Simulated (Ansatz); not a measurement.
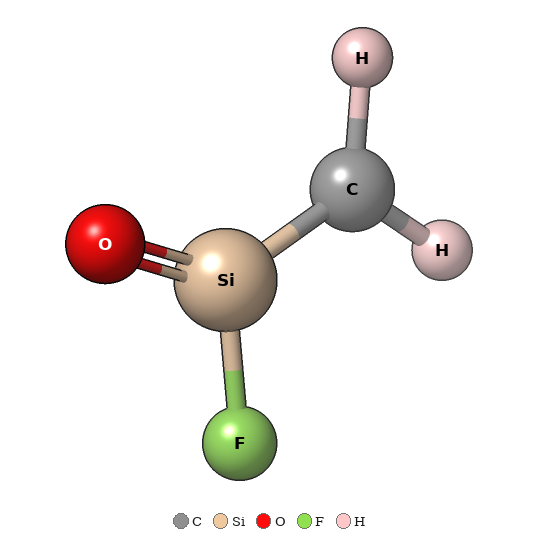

Source: calculation with Ansatz.

Orthographic view. Atoms fade into the background with distance from the viewer. State: charge −1, singlet. Geometry: moved along internal coordinates away from the minimum.

Give the standard InChI.

Answer. InChI=1S/CH2FOSi/c1-4(2)3/h1H2/q-1
